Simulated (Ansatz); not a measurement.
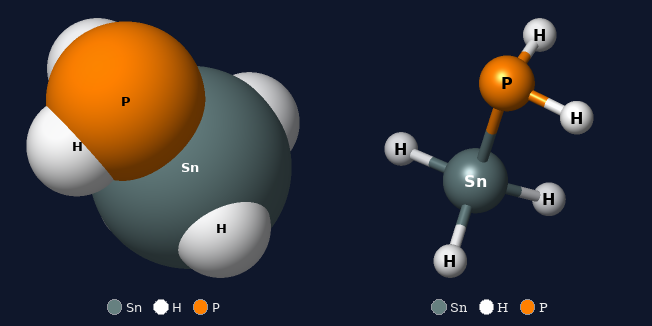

Both panels show the same species.

**What is the molecular formula?**

H₅PSn, 7 atoms: 5 hydrogen, 1 phosphorus and 1 tin.

**Which point group does it belong to?**

Cs.

**Count the bonded pairs by element.**

3 Sn–H, 2 P–H, 1 P–Sn. Sticks follow a distance rule.

**How many sets of symmetry-equivalent atoms are there?**

5: 1 Sn, 1 H, 2 H, 1 P, 2 H.

More results for the same structure follow; atom numbers are the same in all pictures, views and colours differ. The computed structure is the end point of a PBE0-D4/def2-TZVP optimisation.

## Electronic properties

Level of theory: RKS PBE-D4/def2-TZVPP, core potentials on Sn (Ansatz 0.2.0).

**What is the dispersion correction?**

−12.6 kJ/mol.

## Vibrations

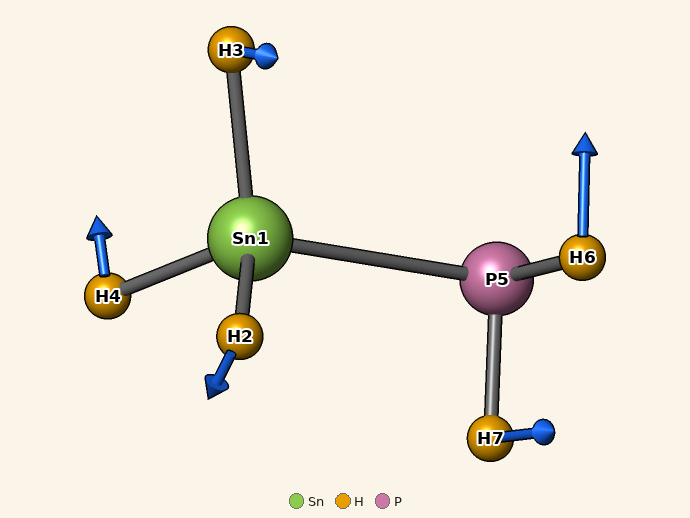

The arrows show one normal mode. Harmonic vibrations computed with RKS PBE0-D4/def2-TZVP, core potentials on Sn (Ansatz 0.2.0) at a stationary point of the same level.

**What kind of motion is it?**

A torsion or out-of-plane motion in which bond lengths and bond angles hardly change.

**At what wavenumber does it lie?**

111 cm⁻¹; it is mode 1 of 15 counted from the lowest.

## Dipole moment

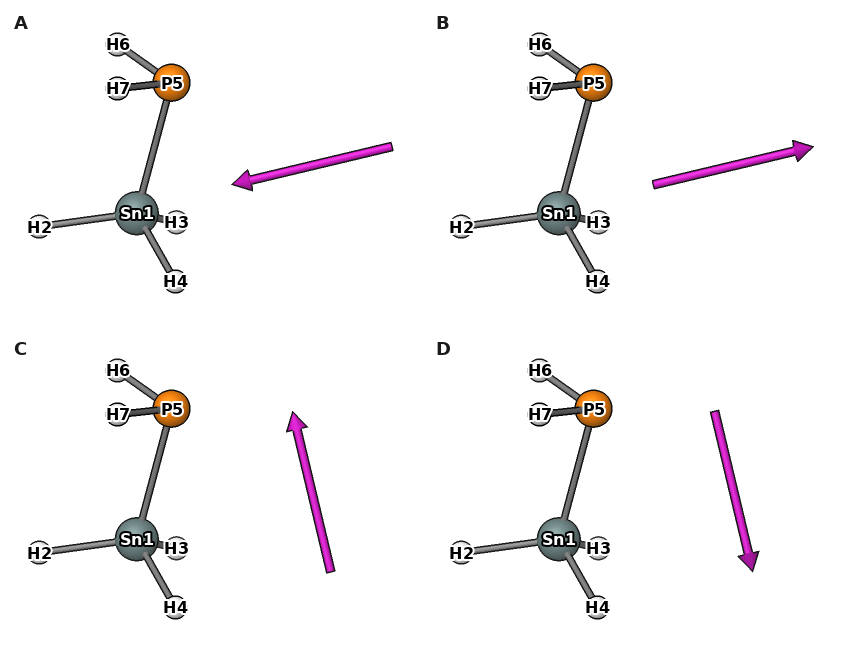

The same molecule four times, each with an arrow. Method: RKS PBE0-D4/def2-TZVP, core potentials on Sn (Ansatz 0.2.0).

**Which arrow points along the dipole moment, from the negative to the positive end?**

A. The dipole moment is 0.67 D; it points from the side of P5 to the side of H2 (the outermost atoms at the two ends).
